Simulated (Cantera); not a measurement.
Charge: 1 mol SiH₄, 0.11 mol CH₄, 220 mol H₂, equilibrated at 100 Torr.

These are equilibrium values from Cantera (NASA tables, ideal gas, pure condensed phases), not measurements of a reactor. Candidate condensed phases: C, C₆H₆, C₇H₈, C₈H₁₈, Si, SiC; 87 gas species. Mutual solubility and eutectic melting of coexisting phases are not modelled. Gases not in the tables: Si₂H₆ and higher silanes. The numbers say what is thermodynamically allowed, not how fast it happens.

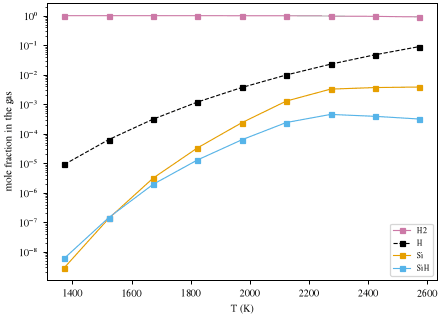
Figure. Equilibrium gas composition (values under 1e-9 drawn at 1e-9)

**Question.** Read off the mole fractions at 1523 K.

**Answer.** H₂ about 1.00, H about 6.3e-5, SiH about 1.4e-7, Si about 1.4e-7.
